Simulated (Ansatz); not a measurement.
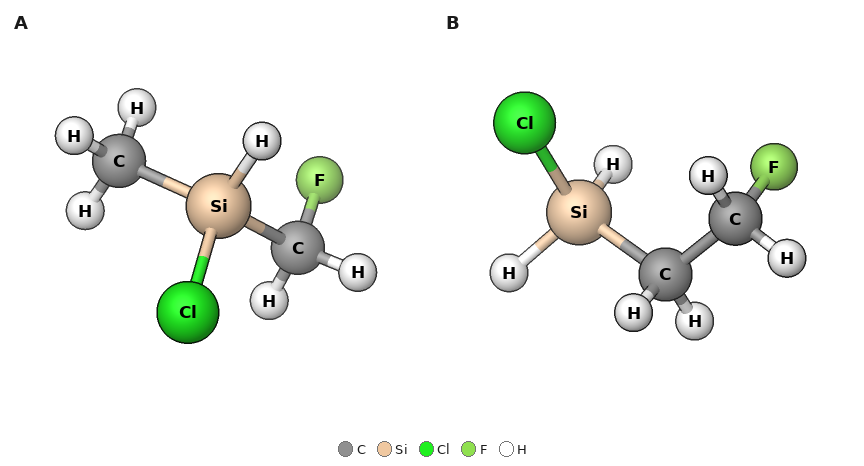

2 stationary structures of one formula. Geometries: PBE0-D4/def2-TZVP. Electronic energies: PBE0-D4/def2-TZVPP (Ansatz 0.2.0), without zero-point energy. No frequency run is at hand to confirm each as a minimum. Each is one conformer, not always the lowest.

Are they conformers, stereoisomers or constitutional isomers?

They are constitutional isomers of C2H6ClFSi: A `C[Si@@H](Cl)CF`, B `FCC[SiH2]Cl`.

Which structure is the most stable?

A is lowest; B lies 5.5 kcal/mol above it.
